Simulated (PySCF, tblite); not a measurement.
# C₆H₅NSi: geometry, infrared bands and NMR shifts

What infrared bands and NMR shifts should C₆H₅NSi (`N#CC#CC1=CC[SiH2]1`) show?

Computed with tblite 0.8.0 and PySCF 2.14.0, with density-fitted response routines of our own, on a single molecule in the gas phase. Atoms are numbered from 0 throughout.

**1. The molecule as given**

13 atoms, charge 0, multiplicity 1; geometry from: force field or distance geometry start.

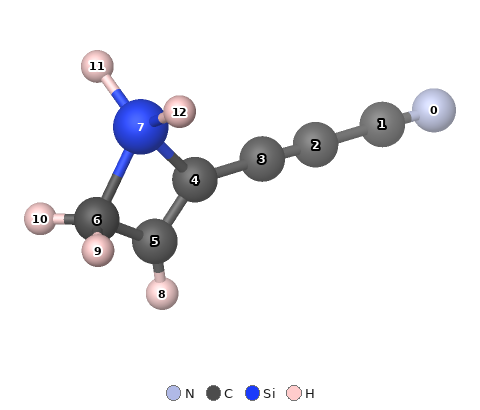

The starting geometry (nitrogen light blue, carbon dark grey, silicon blue, hydrogen pink), atoms numbered.

**2. Geometry optimisation with GFN2-xTB**

The job: settings as JSON, then the geometry in Å.

```
{"job": {"kind": "relax", "xc": "GFN2-xTB", "basis": "xTB"}, "charge": 0, "multiplicity": 1}
N      4.906900     2.171200     0.648600
C      3.851300     1.687100     0.502500
C      2.479500     1.031000     0.332800
C      1.390400     0.536100     0.178600
C      0.006600    -0.129700     0.012400
C     -0.381100    -1.425400    -0.001000
C     -1.894500    -1.287300    -0.238500
Si    -1.676600     0.587700    -0.277500
H      0.224300    -2.337400     0.131700
H     -2.538100    -1.641900     0.586500
H     -2.270400    -1.716800    -1.174000
H     -1.860600     1.207700    -1.616500
H     -2.242100     1.318200     0.896600
```

Command:

```console
$ OMP_NUM_THREADS=1 python probes_run.py task.json out
```

This one command runs all jobs of the session in turn.

Log:

```text
step      E/eV     max force
  0    -540.00998    4.493
  1    -540.24216    5.753
  2    -540.61834    3.219
  3    -540.56135    7.920
  4    -540.90295    1.295
  5    -540.95598    0.749
  6    -541.03149    0.802
  7    -541.05427    0.538
  8    -541.07477    0.297
  9    -541.08295    0.236
 10    -541.09127    0.240
 11    -541.09497    0.158
 12    -541.09713    0.166
 13    -541.09877    0.121
 14    -541.10028    0.124
 15    -541.10167    0.100
 16    -541.10294    0.138
 17    -541.10385    0.102
 18    -541.10433    0.049
 19    -541.10455    0.036
 20    -541.10467    0.031
 21    -541.10474    0.024
 22    -541.10477    0.018
 23    -541.10478    0.014
 24    -541.10479    0.013
 25    -541.10480    0.011
 26    -541.10480    0.006
```

Wall time 0.29 s (1 thread of Arm Neoverse N1, shared host).

Step by step: (the energy doesn't fall at every step)

| step | energy from step 0 (eV) | largest force (eV/Å) |
| --- | --- | --- |
| 0 | 0.0000 | 4.4928 |
| 1 | -0.2322 | 5.7528 |
| 2 | -0.6084 | 3.2190 |
| 3 | -0.5514 | 7.9204 |
| 4 | -0.8930 | 1.2949 |
| 5 | -0.9460 | 0.7494 |
| 6 | -1.0215 | 0.8023 |
| 7 | -1.0443 | 0.5378 |
| 8 | -1.0648 | 0.2968 |
| 9 | -1.0730 | 0.2363 |
| 10 | -1.0813 | 0.2401 |
| 11 | -1.0850 | 0.1578 |
| 12 | -1.0871 | 0.1662 |
| 13 | -1.0888 | 0.1209 |
| 14 | -1.0903 | 0.1235 |
| 15 | -1.0917 | 0.0998 |
| 16 | -1.0930 | 0.1380 |
| 17 | -1.0939 | 0.1022 |
| 18 | -1.0943 | 0.0495 |
| 19 | -1.0946 | 0.0364 |
| 20 | -1.0947 | 0.0308 |
| 21 | -1.0948 | 0.0242 |
| 22 | -1.0948 | 0.0180 |
| 23 | -1.0948 | 0.0145 |
| 24 | -1.0948 | 0.0128 |
| 25 | -1.0948 | 0.0112 |
| 26 | -1.0948 | 0.0061 |

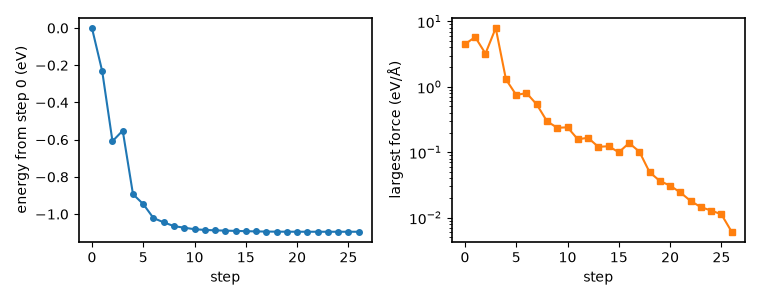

Energy and largest force along the relaxation.

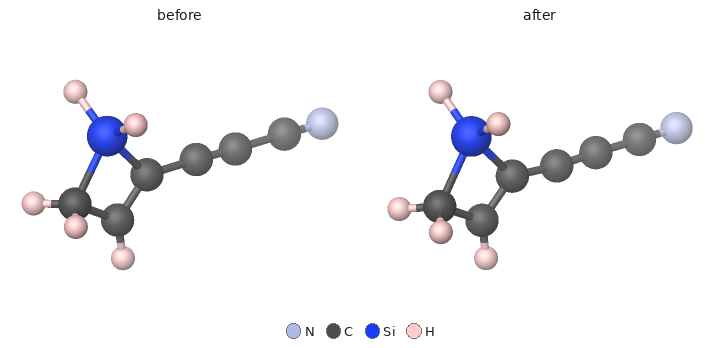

Before and after, at one scale.

Close pairs (by a distance rule), those that changed most:

| bond | before (Å) | after (Å) | change (Å) |
| --- | --- | --- | --- |
| C1–C2 | 1.530 | 1.354 | -0.176 |
| C3–C4 | 1.545 | 1.381 | -0.164 |
| C4–Si7 | 1.853 | 1.914 | +0.062 |
| C6–Si7 | 1.888 | 1.930 | +0.042 |
| C5–C6 | 1.538 | 1.501 | -0.037 |
| Si7–H12 | 1.494 | 1.459 | -0.035 |
| Si7–H11 | 1.487 | 1.459 | -0.028 |
| C5–H8 | 1.103 | 1.080 | -0.023 |

The final coordinates are the input of the step that follows.

**3. Vibrational analysis with GFN2-xTB**

The job: settings as JSON, then the geometry in Å.

```
{"job": {"kind": "ir", "xc": "GFN2-xTB", "basis": "xTB"}, "charge": 0, "multiplicity": 1}
N      4.678342     2.077106     0.615404
C      3.649189     1.576345     0.481748
C      2.437421     0.992989     0.324094
C      1.364743     0.433539     0.186510
C      0.095139    -0.082541     0.017019
C     -0.346371    -1.355917     0.003385
C     -1.827185    -1.265091    -0.223800
Si    -1.646580     0.655361    -0.275995
H      0.220058    -2.266744     0.126581
H     -2.408967    -1.693790     0.592340
H     -2.147596    -1.764916    -1.138061
H     -1.854330     1.297024    -1.569924
H     -2.218251     1.397123     0.842972
```

Log:

```text
mode    cm-1     km/mol
  1      68.0      1.62
  2      77.3      1.33
  3     173.6      3.35
  4     174.7      4.96
  5     237.5      0.31
  6     381.0      2.80
  7     397.6      3.71
  8     434.8      2.09
  9     439.6      5.27
 10     476.5     27.25
 11     483.6     20.60
 12     527.6     36.98
 13     593.7     11.69
 14     608.0    185.99
 15     703.4     64.66
 16     731.8     96.91
 17     757.0    254.59
 18     795.7      0.25
 19     902.5     41.58
 20    1009.9     22.52
 21    1045.7      2.89
 22    1174.3      4.97
 23    1199.1     32.16
 24    1272.9     11.74
 25    1455.1     17.38
 26    1611.4     67.60
 27    2241.7    156.87
 28    2294.5    480.46
 29    2297.2    165.96
 30    2327.9    538.57
 31    2968.1     36.07
 32    2990.8     43.35
 33    3068.3     50.64
```

It took 0.67 s on 1 thread of Arm Neoverse N1, shared host.

Which atoms move in the most intense modes:

| cm⁻¹ | km/mol | atoms |
| --- | --- | --- |
| 608 | 186.0 | H11 40 %, H12 40 %, Si7 13 % |
| 732 | 96.9 | H9 27 %, H10 27 %, C6 24 %, H8 12 % |
| 757 | 254.6 | H11 44 %, H12 44 % |
| 1611 | 67.6 | C4 55 %, C5 36 % |
| 2242 | 156.9 | C3 48 %, C2 44 % |
| 2294 | 480.5 | H11 48 %, H12 47 % |
| 2297 | 166.0 | H12 49 %, H11 48 % |
| 2328 | 538.6 | C1 58 %, N0 33 % |

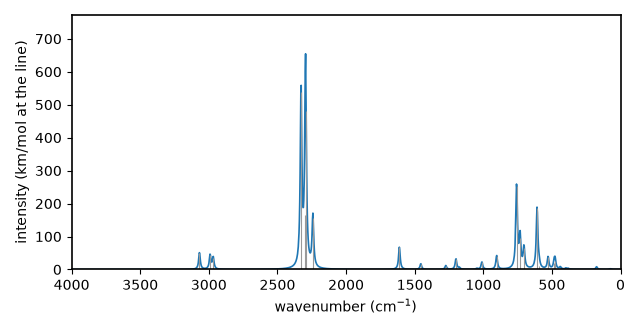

The infrared spectrum from these modes, unscaled. Lines are broadened to a width of 14 cm⁻¹ (Lorentzian).

**4. NMR shieldings: PBE0/pcSseg-1**

Same as in step 3 but for these lines:

```diff
@@ -1,2 +1,2 @@
-{"job": {"kind": "ir", "xc": "GFN2-xTB", "basis": "xTB"}, "charge": 0, "multiplicity": 1}
+{"job": {"kind": "nmr", "xc": "PBE0", "basis": "pcSseg-1"}, "charge": 0, "multiplicity": 1}
 N      4.678342     2.077106     0.615404
```

Method: GIAO PBE0/pcSseg-1 NMR shielding, non-relativistic, gas phase.

Log:

```text
coarse grid: 12304 points
cycle   1  E = -575.1550195166  dE =  1.308e+00  |g| = 4.636e-01  |ddm| = 3.881e+00
cycle   2  E = -575.0464278937  dE =  1.086e-01  |g| = 8.376e-01  |ddm| = 1.395e+00
cycle   3  E = -575.2017586738  dE = -1.553e-01  |g| = 1.895e-01  |ddm| = 9.224e-01
cycle   4  E = -575.2100576148  dE = -8.299e-03  |g| = 4.992e-02  |ddm| = 2.023e-01
cycle   5  E = -575.2105877761  dE = -5.302e-04  |g| = 2.280e-02  |ddm| = 6.251e-02
cycle   6  E = -575.2107070275  dE = -1.193e-04  |g| = 8.606e-03  |ddm| = 2.434e-02
cycle   7  E = -575.2107242338  dE = -1.721e-05  |g| = 1.850e-03  |ddm| = 8.112e-03
cycle   8  E = -575.2107250826  dE = -8.489e-07  |g| = 6.315e-04  |ddm| = 2.525e-03
final grid: 117032 points
cycle   9  E = -575.2581701043  dE = -2.062e-05  |g| = 5.846e-03  |ddm| = 9.945e-02
cycle  10  E = -575.2581611300  dE =  8.974e-06  |g| = 8.150e-03  |ddm| = 1.455e-02
cycle  11  E = -575.2581780728  dE = -1.694e-05  |g| = 2.053e-03  |ddm| = 9.525e-03
cycle  12  E = -575.2581791996  dE = -1.127e-06  |g| = 4.701e-04  |ddm| = 2.031e-03
cycle  13  E = -575.2581792430  dE = -4.341e-08  |g| = 1.659e-04  |ddm| = 5.789e-04
cycle  14  E = -575.2581792492  dE = -6.268e-09  |g| = 5.106e-05  |ddm| = 1.945e-04
cycle  15  E = -575.2581792498  dE = -5.671e-10  |g| = 1.185e-05  |ddm| = 5.178e-05
converged SCF energy = -575.2581792498

GIAO shielding tensors (ppm)
atom      isotropic    diamagn.    paramagn.     s11        s22        s33       span
  0 N      -52.893     342.429    -395.322   -220.514   -211.002    272.836    493.349
  1 C       75.047     266.586    -191.538    -33.315    -33.073    291.530    324.845
  2 C      109.006     244.088    -135.081     60.952     68.016    198.051    137.100
  3 C      106.016     246.474    -140.459     -3.481      7.162    314.365    317.846
  4 C       55.681     262.703    -207.022    -36.860     56.444    147.458    184.318
  5 C        9.356     253.670    -244.314   -116.761      1.938    142.889    259.650
  6 C      166.525     254.844     -88.319    147.264    167.202    185.109     37.845
  7 Si     378.065     879.043    -500.978    346.720    362.387    425.088     78.369
  8 H       24.013      31.864      -7.850     22.124     23.427     26.489      4.364
  9 H       29.617      29.137       0.480     26.277     27.170     35.404      9.126
 10 H       29.617      29.137       0.480     26.276     27.172     35.401      9.125
 11 H       26.564      27.965      -1.400     24.132     24.619     30.941      6.810
 12 H       26.564      27.965      -1.400     24.132     24.619     30.942      6.809
```

Wall time 38 s (1 thread of Arm Neoverse N1, shared host); peak memory 0.92 GiB.

The references, computed at this level on geometries of the same kind, shield at (ppm): ¹H TMS 31.72, ¹³C TMS 186.9, ²⁹Si TMS 349.2, ¹⁵N NH3 267.7. Their shielding less the atom's gives the shift. The references are single molecules in the gas phase, so shifts against H2O, NH3, PH3, H3PO4 or CFCl3 are not on the usual liquid scales and can be off by tens of ppm. Atoms listed in one row are averaged.

| atoms | environment | σ (ppm) | δ (ppm) | δ scaled to CDCl3 |
| --- | --- | --- | --- | --- |
| C5 | alkene CH | 9.4 | 177.6 | 171.4 |
| C4 | fully substituted alkene carbon | 55.7 | 131.2 | 126.2 |
| C1 | nitrile carbon | 75.0 | 111.9 | 107.3 |
| C3 | alkyne carbon | 106.0 | 80.9 | 77.1 |
| C2 | alkyne carbon | 109.0 | 77.9 | 74.1 |
| C6 | allylic sp3 CH2 bonded to Si | 166.5 | 20.4 | 18.0 |
| H8 | hydrogen on an alkene CH | 24.01 | 7.70 | 7.37 |
| H11, H12 | hydrogen on a silicon bonded to 2 C, in a 4-membered ring | 26.56 | 5.15 | – |
| H9, H10 | hydrogen on an allylic sp3 CH2 bonded to Si | 29.62 | 2.10 | 2.09 |
| N0 | nitrile nitrogen | -52.9 | 320.6 | – |
| Si7 | silicon bonded to 2 C, 2 H, in a 4-membered ring | 378.1 | -28.9 | – |

The scaled column applies a straight-line fit of computed shieldings to shifts measured in CDCl3 (root-mean-square error 0.16 ppm for H, 1.9 ppm for C).

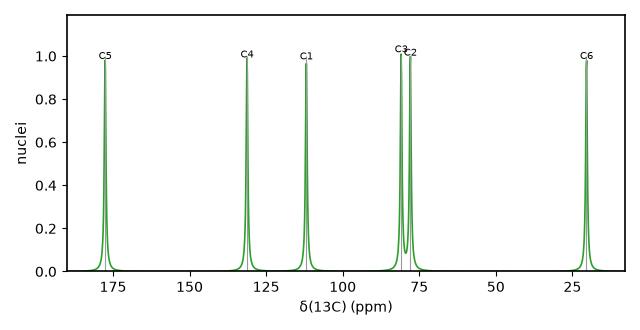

¹³C lines at the computed shifts, without couplings. Lines are broadened to a width of 0.63 ppm (Lorentzian).

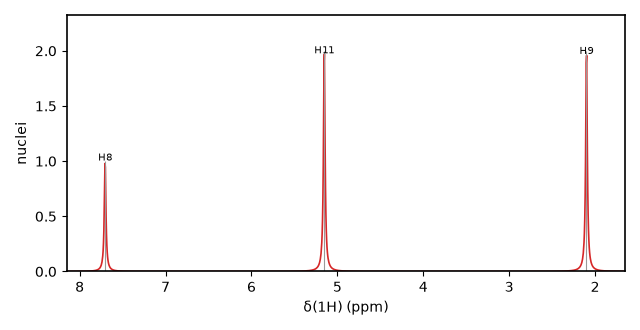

¹H lines at the computed shifts, without couplings. Lines are broadened to a width of 0.02 ppm (Lorentzian).

Charges from the same density, by scheme (e):

| atoms | Mulliken | IAO | Hirshfeld | ESP fit |
| --- | --- | --- | --- | --- |
| N0 | -0.23 | -0.22 | -0.20 | -0.46 |
| C1 | -0.10 | 0.14 | 0.08 | 0.49 |
| C2 | -0.06 | -0.10 | -0.04 | -0.23 |
| C3 | 0.42 | 0.05 | 0.00 | 0.03 |
| C4 | -0.51 | -0.29 | -0.09 | -0.19 |
| C5 | -0.07 | -0.07 | 0.00 | 0.07 |
| C6 | -0.47 | -0.54 | -0.16 | -0.55 |
| Si7 | 0.73 | 0.78 | 0.38 | 0.58 |

Mulliken charges:

N0 -0.23; C1 -0.10; C2 -0.06; C3 0.42; C4 -0.51; C5 -0.07; C6 -0.47; Si7 0.73; H8 0.10; H9 0.16; H10 0.16; H11 -0.06; H12 -0.06

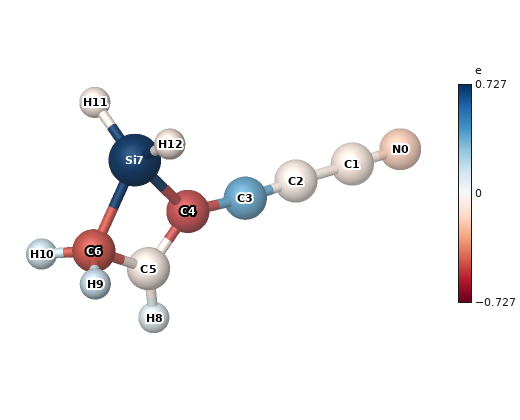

Mulliken charges, as colours on the atoms.

Mayer bond orders: N0–C1 2.87, C1–C2 1.18, C2–C3 1.90, C3–C4 1.04, C4–C5 1.71, C5–C6 1.02, C6–Si7 0.91, Si7–C4 0.83.

Ring of atoms C4, C5, C6, Si7: NICS(0) -0.3, NICS(1) -2.3, NICS(1)zz 3.0 ppm (means of both faces).

**5. Results**

| quantity | value |
| --- | --- |
| strongest single infrared mode (GFN2-xTB) | 2328 cm⁻¹, 539 km/mol |
| zero-point energy (GFN2-xTB) | 51.4 kcal/mol |
| ¹³C shifts against TMS (PBE0/pcSseg-1) | 177.6, 131.2, 111.9, 80.9, 77.9, 20.4 ppm |
| ¹H shifts against TMS (PBE0/pcSseg-1, means over atoms taken as alike) | 7.70, 5.15, 2.10 ppm |
| ¹⁵N shifts against NH3 (PBE0/pcSseg-1) | 320.6 ppm |
| ²⁹Si shifts against TMS (PBE0/pcSseg-1) | -28.9 ppm |

In words: Over 26 steps the energy fell by 1.095 eV; of the close pairs, C1–C2 changed most, 1.530 to 1.354 Å. All 33 modes are real, so the xTB geometry is a minimum. The strongest single mode, at 2328 cm⁻¹, moves mainly C1 and N0. Unscaled tight-binding wavenumbers are off by several per cent, some by more. Its intensities can rank the bands wrongly. H8 (hydrogen on an alkene CH) lies farthest downfield among hydrogen, at 7.70 ppm; attached to an sp2 carbon and in the plane of the double bond. At PBE0/pcSseg-1: Shielding is most anisotropic at N0 (span 493 ppm, paramagnetic term -395 ppm).
